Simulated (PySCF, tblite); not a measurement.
**CH₃ClF₃OSi₂ radical, a small gas-phase stand-in for a defect centre (Si site with back bonds C, Cl, O[Si](F)(F)F): EPR parameters**

Wanted: the EPR parameters for `C[Si](Cl)O[Si](F)(F)F`. It is drawn as: dangling bond.

Computed with tblite 0.8.0 and PySCF 2.14.0; each step states its level. No surroundings beyond the atoms listed, unless a continuum is named. Atoms count from 0, parts from 1.

## (1) Starting point

11 atoms, charge 0, multiplicity 2; geometry: distance geometry start.

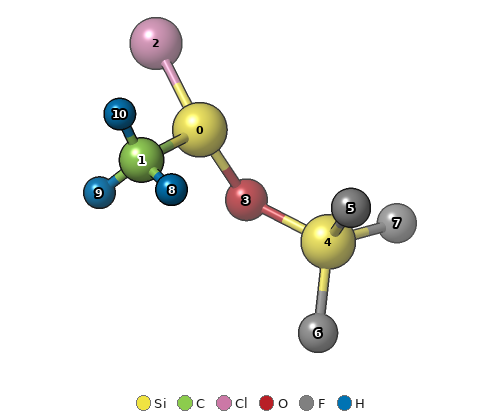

The starting geometry (silicon yellow, carbon green, chlorine pink, oxygen red, fluorine grey, hydrogen blue), atoms numbered.

## (2) Relaxing the cluster with GFN2-xTB

What the job is given:

```
{"job": {"kind": "relax", "xc": "GFN2-xTB", "basis": "xTB"}, "charge": 0, "multiplicity": 2}
Si    -0.206064     2.314078     0.692761
C     -0.738134     1.466797     2.267455
Cl    -0.910596     4.292854     0.441250
O     -0.152466     1.298106    -0.729506
Si     1.145962     0.178272    -1.131132
F      2.267114     0.172243     0.113465
F      0.548623    -1.365047    -1.368354
F      1.918929     0.678508    -2.539900
H     -0.147161     0.647339     2.474044
H     -1.719220     1.154378     2.163250
H     -0.666644     2.139731     3.051177
```

Level: GFN2-xTB geometry optimisation, gas phase.

On the command line:

```sh
$ OMP_NUM_THREADS=1 python cluster_run.py task.json out
```

One launch serves the whole session: the jobs run in the order shown.

Output:

```text
step      E/eV     max force
  0    -820.58722    3.241
  1    -821.25639    2.382
  2    -821.68283    3.028
  3    -821.77978    0.832
  4    -821.81718    0.695
  5    -821.92799    1.136
  6    -821.95692    0.786
  7    -822.00927    0.439
  8    -822.02650    0.424
  9    -822.07176    0.665
 10    -822.09947    0.597
 11    -822.13055    0.484
 12    -822.15003    0.397
 13    -822.16260    0.369
 14    -822.17069    0.334
 15    -822.17652    0.238
 16    -822.18219    0.193
 17    -822.18730    0.209
 18    -822.19333    0.292
 19    -822.20080    0.396
 20    -822.20884    0.395
 21    -822.21649    0.296
 22    -822.22284    0.253
 23    -822.22786    0.236
 24    -822.23302    0.266
 25    -822.23786    0.226
 26    -822.24115    0.166
 27    -822.24383    0.154
 28    -822.24711    0.179
 29    -822.25084    0.181
 30    -822.25372    0.122
 31    -822.25546    0.109
 32    -822.25594    0.186
 33    -822.25781    0.296
 34    -822.26112    0.157
 35    -822.26418    0.103
 36    -822.26861    0.213
 37    -822.27020    0.178
 38    -822.27154    0.129
 39    -822.27525    0.093
 40    -822.27694    0.085
 41    -822.27729    0.117
 42    -822.27838    0.089
 43    -822.27892    0.080
 44    -822.28075    0.060
 45    -822.28109    0.064
 46    -822.28138    0.060
 47    -822.28168    0.050
 48    -822.28192    0.039
 49    -822.28225    0.037
 50    -822.28247    0.031
 51    -822.28263    0.037
 52    -822.28277    0.039
 53    -822.28298    0.046
 54    -822.28330    0.063
 55    -822.28366    0.063
 56    -822.28396    0.048
 57    -822.28418    0.037
 58    -822.28442    0.041
 59    -822.28476    0.056
 60    -822.28526    0.087
 61    -822.28583    0.081
 62    -822.28629    0.047
 63    -822.28646    0.031
 64    -822.28662    0.034
 65    -822.28681    0.044
 66    -822.28707    0.057
 67    -822.28746    0.059
 68    -822.28800    0.080
 69    -822.28856    0.074
 70    -822.28908    0.086
 71    -822.28958    0.088
 72    -822.29013    0.083
 73    -822.29072    0.047
 74    -822.29154    0.046
 75    -822.29236    0.076
 76    -822.29283    0.084
 77    -822.29328    0.061
 78    -822.29385    0.064
 79    -822.29463    0.068
 80    -822.29477    0.182
 81    -822.29606    0.076
 82    -822.29665    0.078
 83    -822.29719    0.159
 84    -822.29816    0.075
 85    -822.29868    0.058
 86    -822.29904    0.184
 87    -822.29993    0.029
 88    -822.30007    0.022
 89    -822.30016    0.033
 90    -822.30021    0.024
 91    -822.30026    0.017
 92    -822.30028    0.013
 93    -822.30029    0.011
 94    -822.30030    0.010
 95    -822.30031    0.009
 96    -822.30032    0.007
```

Wall time 2.4 s (1 thread of Arm Neoverse V2, shared host).

Along the way:

```csv
step,energy from step 0 (eV),largest force (eV/Å)
0,0.0000,3.2409
4,-1.2300,0.6942
8,-1.4393,0.4235
12,-1.5628,0.3974
16,-1.5950,0.1921
20,-1.6216,0.3957
24,-1.6458,0.2668
28,-1.6599,0.1796
32,-1.6687,0.1854
36,-1.6814,0.2132
40,-1.6897,0.0852
44,-1.6935,0.0601
48,-1.6947,0.0394
52,-1.6956,0.0398
56,-1.6967,0.0481
60,-1.6980,0.0864
64,-1.6994,0.0346
68,-1.7008,0.0798
72,-1.7029,0.0831
76,-1.7056,0.0840
80,-1.7075,0.1820
84,-1.7109,0.0747
88,-1.7129,0.0227
92,-1.7131,0.0132
96,-1.7131,0.0073
```

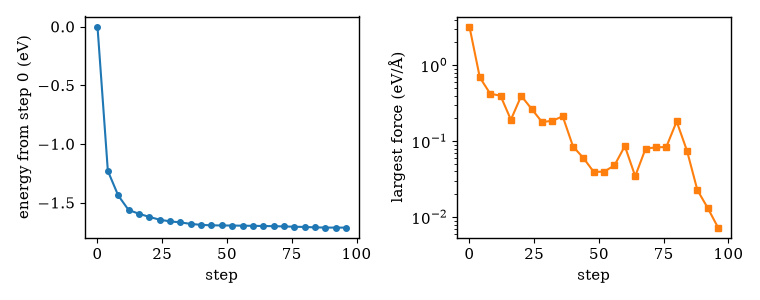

Energy and largest force along the relaxation.

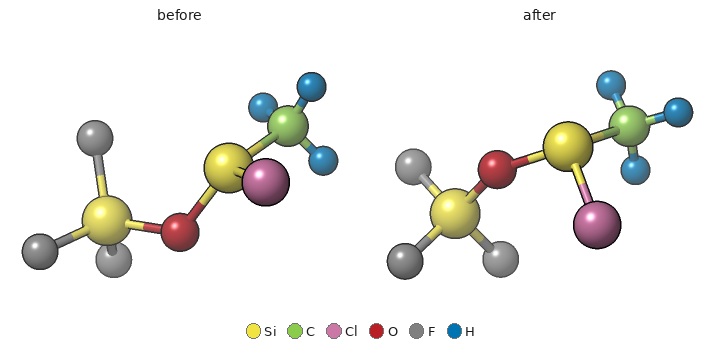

The geometry before (left) and after (right).

Distances of close pairs at the start and the end, largest changes first:

```
   bond  before (Å)  after (Å)  change (Å)
 O3–Si4       1.761      1.576      -0.185
 Si4–F7       1.683      1.575      -0.108
Si0–Cl2       2.115      2.016      -0.099
 Si4–F5       1.675      1.576      -0.099
 Si0–O3       1.749      1.653      -0.096
 Si4–F6       1.672      1.581      -0.091
  C1–H9       1.035      1.090      +0.055
  C1–H8       1.031      1.085      +0.054
```

## (3) Relaxing the molecule at PBE0-D3(BJ)/def2-SVP

What the job is given:

```
{"job": {"xc": "PBE0", "basis": "def2-SVP", "d3": "d3bj", "grid": 2, "kind": "geom", "shake": 0.01}, "charge": 0, "multiplicity": 2}
Si     0.006743     1.387855     0.457239
C     -0.836365     0.286794     1.751335
Cl    -1.359442     2.357413    -0.743990
O      0.900753     0.424828    -0.537124
Si     1.026345    -0.828881    -1.496845
F      2.210449    -1.727337    -0.986634
F     -0.254099    -1.732702    -1.525562
F      1.349801    -0.369844    -2.970459
H     -0.089740    -0.226920     2.366412
H     -1.449182    -0.457081     1.261256
H     -1.472578     0.857376     2.434671
```

Output:

```text
step   0  E = -1452.70440534  max force = 0.020995
step   1  E = -1452.70749802  max force = 0.006690
step   2  E = -1452.70799317  max force = 0.001683
step   3  E = -1452.70805646  max force = 0.000753
step   4  E = -1452.70807536  max force = 0.000919
step   5  E = -1452.70809706  max force = 0.001410
step   6  E = -1452.70808741  max force = 0.002467
step   7  E = -1452.70810782  max force = 0.002294
step   8  E = -1452.70818875  max force = 0.001113
step   9  E = -1452.70819459  max force = 0.000643
step  10  E = -1452.70819939  max force = 0.000551
step  11  E = -1452.70820302  max force = 0.000418
optimisation converged
```

Run time: 3.4 min. Hardware: 1 thread of Arm Neoverse V2, shared host; peak memory 0.72 GiB.

Relaxation path:

```csv
step,energy from step 0 (eV),largest force component (eV/Å)
0,0.0000,1.0796
1,-0.0842,0.3440
2,-0.0976,0.0865
3,-0.0994,0.0387
4,-0.0999,0.0473
5,-0.1005,0.0725
6,-0.1002,0.1269
7,-0.1007,0.1180
8,-0.1030,0.0572
9,-0.1031,0.0331
10,-0.1032,0.0283
11,-0.1033,0.0215
```

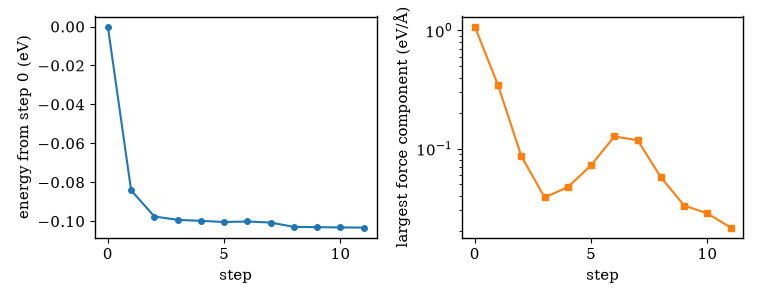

Energy and largest force along the relaxation.

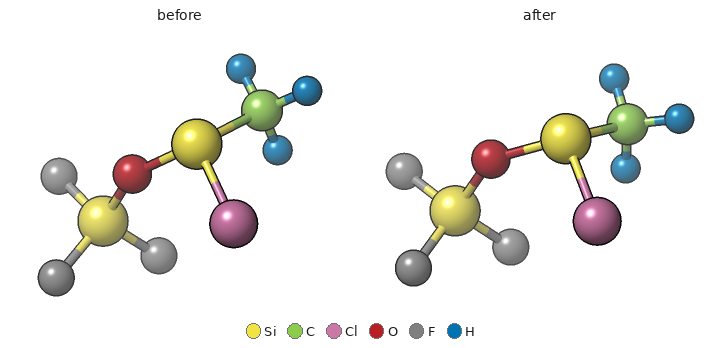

The geometry before (left) and after (right).

Distances of close pairs at the start and the end, largest changes first:

| bond | before (Å) | after (Å) | change (Å) |
| --- | --- | --- | --- |
| Si4–F6 | 1.568 | 1.599 | +0.031 |
| Si0–O3 | 1.648 | 1.676 | +0.028 |
| O3–Si4 | 1.584 | 1.612 | +0.028 |
| Si0–C1 | 1.897 | 1.870 | -0.027 |
| C1–H9 | 1.081 | 1.103 | +0.022 |
| Si4–F5 | 1.572 | 1.592 | +0.021 |
| Si4–F7 | 1.577 | 1.591 | +0.014 |
| Si0–Cl2 | 2.061 | 2.075 | +0.014 |

The next job starts from the end point, and lists it.

```
                         at the end point                value
  point group (found at 0.08 Å tolerance)                   C1
rotational constants (GHz, main isotopes)  1.920, 0.741, 0.646
                        dipole moment (D)                 2.59
                                     ⟨S²⟩                0.752
```

## (4) g tensor and hyperfine couplings: B3LYP/IGLO-III+pcH-1

What the job is given:

```
{"job": {"kind": "epr"}, "charge": 0, "multiplicity": 2}
Si    -0.101704     1.336847     0.663157
C     -1.047125     0.027544     1.606047
Cl    -1.394267     2.306842    -0.638579
O      1.058514     0.573505    -0.275622
Si     1.256970    -0.576515    -1.388132
F      2.516865    -1.483008    -1.032374
F     -0.033883    -1.518626    -1.441517
F      1.482913     0.034913    -2.839904
H     -0.402043    -0.454813     2.355498
H     -1.389066    -0.734376     0.885841
H     -1.919595     0.465061     2.111598
```

Level: UKS B3LYP, IGLO-III on C Cl F O Si, pcH-1 on H, non-relativistic, mean-field spin-orbit, GIAO.

Output:

```text
UKS, coarse grid
  cycle   1  E = -1454.19916802  |g| = 9.01e-01
  cycle   2  E = -1453.82658639  |g| = 1.41e+00
  cycle   3  E = -1454.45129059  |g| = 1.13e-01
  cycle   4  E = -1454.45476247  |g| = 7.41e-02
  cycle   5  E = -1454.45662414  |g| = 1.40e-02
  cycle   6  E = -1454.45668663  |g| = 4.22e-03
  cycle   7  E = -1454.45669301  |g| = 1.26e-03
  cycle   8  E = -1454.45669337  |g| = 3.71e-04
UKS, final grid
  cycle   1  E = -1454.45684088  |g| = 4.24e-04
  cycle   2  E = -1454.45684083  |g| = 5.69e-04
  cycle   3  E = -1454.45684095  |g| = 7.02e-05
  cycle   4  E = -1454.45684096  |g| = 2.58e-05
E = -1454.45684096 Eh   <S^2> = 0.7515 (exact 0.7500)
g shifts (ppm)      1          2          3
  rmc          -192       -192       -192
  gc             89         32        104
  oz_so       -2289       -248       3852
  total       -2392       -407       3764
hyperfine (MHz)  atom isotope    a_iso     a_fc   dipolar eigenvalues
    0  29Si    -896.47    -897.59   -138.25     68.63     69.61
    1   13C      84.32      84.31    -10.59     -9.94     20.53
    2  35Cl      26.71      26.40    -19.77    -19.14     38.91
    3   17O     -75.62     -75.54    -11.54      5.25      6.29
    4  29Si     -44.28     -44.33     -4.08      2.00      2.08
    5   19F       4.58       4.60     -2.64     -2.36      5.00
    6   19F      14.54      14.52     -4.37     -3.66      8.03
    7   19F       5.11       5.11     -2.71     -2.35      5.06
    8    1H      -6.43      -6.42     -6.67     -2.61      9.28
    9    1H      40.39      40.39     -6.02     -0.23      6.25
   10    1H      -7.82      -7.83     -6.36     -2.05      8.41
```

Run time: 1.8 min. Hardware: 1 thread of Arm Neoverse V2, shared host; peak memory 1.4 GiB.

Principal g values 1.99993, 2.00191, 2.00608; g(iso) = 2.00264, against 2.00232 for a free electron.

Hyperfine couplings, nucleus by nucleus at this fixed geometry (no averaging over rotations):

```
nuclei  isotope  a(iso) (MHz)  a(iso) (G, at g = 2.0023)  largest dipolar term (MHz)
   Si0     29Si        -896.5                     -319.9                      -138.2
    C1      13C          84.3                       30.1                        20.5
    O3      17O         -75.6                      -27.0                       -11.5
   Si4     29Si         -44.3                      -15.8                        -4.1
    H9       1H          40.4                       14.4                         6.3
   Cl2     35Cl          26.7                        9.5                        38.9
    F6      19F          14.5                        5.2                         8.0
   H10       1H          -7.8                       -2.8                         8.4
    H8       1H          -6.4                       -2.3                         9.3
    F7      19F           5.1                        1.8                         5.1
    F5      19F           4.6                        1.6                         5.0
```

Mulliken spin populations:

| atom | value (e) |
| --- | --- |
| Si0 | 0.79 |
| C1 | 0.07 |
| Cl2 | 0.08 |
| O3 | 0.01 |
| Si4 | 0.02 |
| F5 | 0.00 |
| F6 | 0.00 |
| F7 | 0.00 |
| H8 | 0.00 |
| H9 | 0.02 |
| H10 | 0.00 |

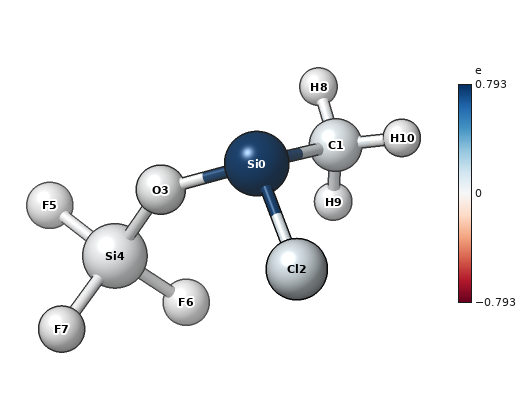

Mulliken spin populations, as colours on the atoms.

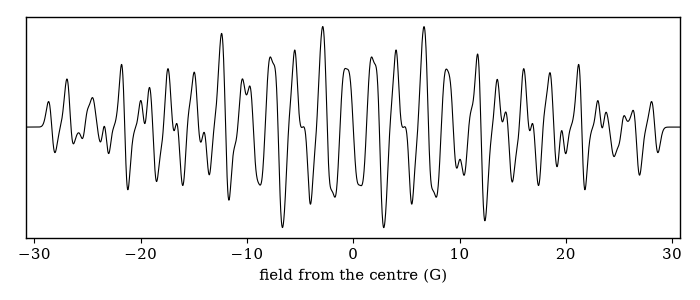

First-order isotropic spectrum (first derivative, main isotopes with spin only, couplings over 0.8 MHz, Gaussian width 0.3 G; couplings of the frozen geometry, rotation of groups not averaged beyond the rows shown).

## (5) g tensor and hyperfine couplings: BHandHLYP/IGLO-III+pcH-1

Same as in step 4 but for these lines:

```diff
@@ -1,2 +1,2 @@
-{"job": {"kind": "epr"}, "charge": 0, "multiplicity": 2}
+{"job": {"kind": "epr", "xc": "BHandHLYP"}, "charge": 0, "multiplicity": 2}
 Si    -0.101704     1.336847     0.663157
```

Level: UKS BHandHLYP, IGLO-III on C Cl F O Si, pcH-1 on H, non-relativistic, mean-field spin-orbit, GIAO.

Output:

```text
UKS, coarse grid
  cycle   1  E = -1454.04113594  |g| = 7.65e-01
  cycle   2  E = -1454.02595961  |g| = 8.47e-01
  cycle   3  E = -1454.23523554  |g| = 4.97e-02
  cycle   4  E = -1454.23619502  |g| = 3.28e-02
  cycle   5  E = -1454.23663740  |g| = 8.19e-03
  cycle   6  E = -1454.23667696  |g| = 3.16e-03
  cycle   7  E = -1454.23668423  |g| = 1.03e-03
  cycle   8  E = -1454.23668554  |g| = 3.46e-04
UKS, final grid
  cycle   1  E = -1454.23678494  |g| = 2.49e-04
  cycle   2  E = -1454.23678498  |g| = 1.90e-04
  cycle   3  E = -1454.23678500  |g| = 6.53e-05
  cycle   4  E = -1454.23678501  |g| = 4.09e-05
  cycle   5  E = -1454.23678501  |g| = 8.54e-06
E = -1454.23678501 Eh   <S^2> = 0.7524 (exact 0.7500)
g shifts (ppm)      1          2          3
  rmc          -192       -192       -192
  gc             86         30        102
  oz_so       -2367       -183       3207
  total       -2473       -346       3117
hyperfine (MHz)  atom isotope    a_iso     a_fc   dipolar eigenvalues
    0  29Si    -932.35    -933.47   -144.29     70.74     73.54
    1   13C      85.34      85.34    -10.42     -9.54     19.97
    2  35Cl      29.63      29.38    -19.21    -18.27     37.49
    3   17O     -75.13     -75.06    -11.32      5.18      6.14
    4  29Si     -38.08     -38.12     -4.03      1.97      2.05
    5   19F       3.35       3.36     -2.27     -2.03      4.30
    6   19F      10.46      10.44     -3.57     -2.93      6.50
    7   19F       3.72       3.72     -2.34     -2.00      4.34
    8    1H      -7.46      -7.45     -6.64     -2.67      9.32
    9    1H      39.48      39.48     -5.94     -0.13      6.08
   10    1H      -8.93      -8.94     -6.34     -2.11      8.46
```

It took 2.6 min on 1 thread of Arm Neoverse V2, shared host; peak memory 1.4 GiB.

In short: g(iso) 2.00242.

## (6) Comparing the runs: EPR parameters

g, ⟨S²⟩ and isotropic hyperfine couplings (MHz), with basis size and wall time:

```csv
run,g(iso),⟨S²⟩,29Si Si0,13C C1,17O O3,29Si Si4,1H H9,functions,time
B3LYP/IGLO-III+pcH-1,2.00264,0.752,-896.5,84.3,-75.6,-44.3,40.4,337,1.8 min
BHandHLYP/IGLO-III+pcH-1,2.00242,0.752,-932.3,85.3,-75.1,-38.1,39.5,337,2.6 min
```

## (7) Summary of results

| quantity | value |
| --- | --- |
| point group | C1 |
| rotational constants (main isotopes) | 1.92, 0.74, 0.65 GHz |
| g(iso) (B3LYP) | 2.00264 |
| ⟨S²⟩ | 0.752 (exact 0.75) |
| largest a(iso) | 29Si on Si0, -896.5 MHz |

In words: The start of the PBE0/def2-SVP relaxation was shaken at random by about 0.01 Å, so part of the energy gained, and of the first lengths quoted, undoes that. Over 11 steps the energy fell by 0.103 eV; of the close pairs, Si4–F6 changed most, 1.568 to 1.599 Å (PBE0/def2-SVP). No frequency check was run at this level, so the end point may be a saddle. Most of the unpaired spin sits on Si0 (0.79 e). The isotropic g lies 0.3 ppt above the free-electron value. The coupling of 29Si on Si0 runs from -932.3 (BHandHLYP/IGLO-III+pcH-1) to -896.5 MHz (B3LYP/IGLO-III+pcH-1). A capped cluster stands for the solid here, so long-range fields and strain are missing, and bands or shifts of the capping hydrogens have no counterpart in it.
